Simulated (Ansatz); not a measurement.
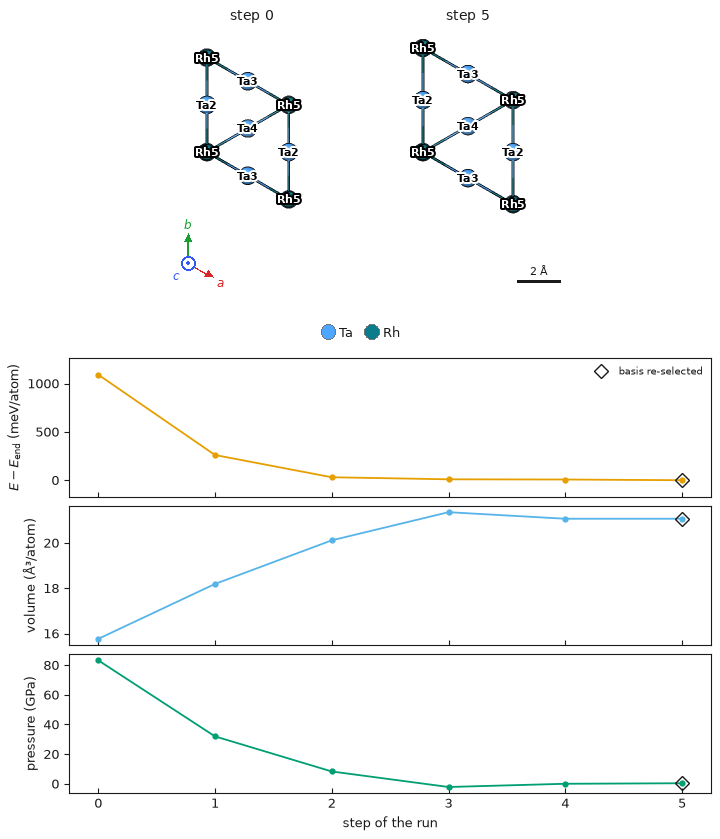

First and last geometry of a relaxation of crystalline Ta$_{4}$Rh (a generated structure, set up in Im-3m) (coarse preliminary run), with the history of the run. A ball-and-stick model of the cell of the calculation, seen along the c axis.

These are results of DFT PBE, scalar-relativistic, plane waves, PAW in Ansatz 0.2.0, not measurements. Settings: plane-wave cutoff 420 eV; k-point mesh 4 × 4 × 4; occupations gaussian; smearing width 0.1 eV; no spin polarisation; cell and atoms relaxed; force threshold 0.04 eV/Å; at most 70 steps.

Q: Did the run converge, and what did it change?

A: It converged. Over 4 accepted moves (5 points after the start) the energy falls by 1092 meV per atom. All forces vanish by symmetry, so only the cell relaxes. Pressure: 83.27 GPa at the start and 0.37 GPa at the end. The SCF was repeated once at an unchanged geometry on a basis and grid sized afresh for the cell, which shifted the energy by 7.2 meV per atom at most. No atom moves by more than 0.005 Å relative to the cell. The drawn cell changes as follows: a = b = c 4.678 → 5.153 Å (+10.1 %); the volume changes by +33.6 %. Some distances before and after: Ta–Ta 2.701 → 2.975 Å, Rh–Ta 2.339 → 2.576 Å. The space group stays Im-3m (No. 229). The run took 26 s on 1 thread of Intel(R) Xeon(R) Processor @ 2.50GHz (Skylake/Cascade Lake), on a shared host, peak memory 0.4 GiB.
